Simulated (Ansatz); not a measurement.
# Work function of W by crystal face

How much does the work function of W differ between its low-index faces, and does the functional change the order?

Measured values are compiled ones, as quoted in “Anisotropic work function of elemental crystals” (2019, arxiv:1902.07811).

How it was computed: Ansatz 0.2.0, plane waves with PAW datasets (its set soft_2) at their recommended cutoffs; symmetric slabs of 7 layers (11 for bcc (111)) cut at the tabulated experimental lattice constant, atoms at bulk places, 18 Å of vacuum, k-spacing 0.16 Å⁻¹ (2π included), Fermi-Dirac smearing of 0.1 eV, SCF threshold 1e-9 eV; spin-polarised where the metal is Fe, Co or Ni. The work function is the vacuum level less the Fermi level; differences are formed before rounding.

What came out:

```tsv
face	atoms per nm²	LDA (eV)	PBEsol (eV)	r2SCAN (eV)	PBE (eV)	RPBE (eV)	PBE, relaxed (eV)	measured (eV)
(110)	14.2	5.17	5.00	4.98	4.90	4.77	4.84	5.25
(100)	10.0	4.50	4.30	4.17	4.21	4.05	4.12	4.65*
(111)	5.8	4.24	4.04	3.96	3.96	3.81	4.18	4.47
```

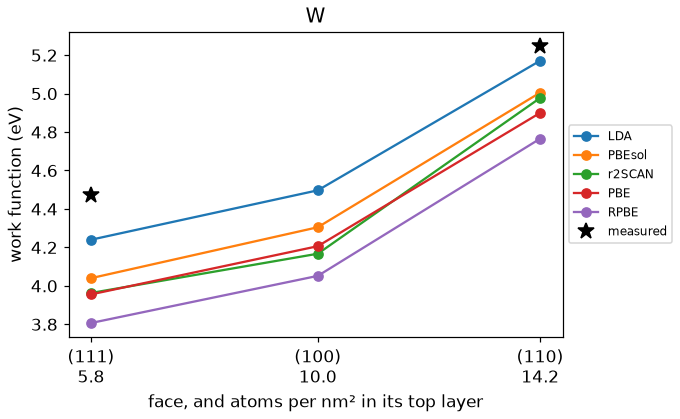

Work function against the density of the top layer.

What this shows: With PBE the work function runs from 4.90 eV on (110) to 3.96 eV on (111). It falls with the atom density, as Smoluchowski smoothing would have it: on an open face electrons flow from the ridges into the troughs, which weakens the surface dipole. All functionals in the table give the same order. LDA lies 0.27 to 0.29 eV above PBE. After relaxation the order is (100) < (111) < (110), so that reading holds for the unrelaxed slabs alone. With the layers relaxed PBE misses the measured values by 0.29 to 0.41 eV. Against the 2 measured values on unreconstructed faces, LDA comes nearest (mean absolute error 0.15 eV), and PBE misses by 0.35 to 0.51 eV. For (110) and (111) the measured order is the one that PBE gives. Relaxing all layers with PBE (forces under 0.01 eV/Å) moves the values by −0.09 to +0.23 eV.

What the numbers leave out: Slabs this thin leave size errors that can reach a tenth of an eV or more. Compiled measured values differ between sources by a tenth of an eV or more. A star marks a face that reconstructs in experiment, which these slabs don't, so it is no test. The functionals share one unrelaxed geometry at the tabulated experimental lattice constant; the relaxed column keeps that in-plane lattice, which is not PBE's own. Spin-orbit coupling is left out.

[Logs are printed without paths, hosts, clocks, repeated set-up lines and the standing remarks that a program may print on its own settings, such as how far it seeks lower states.]
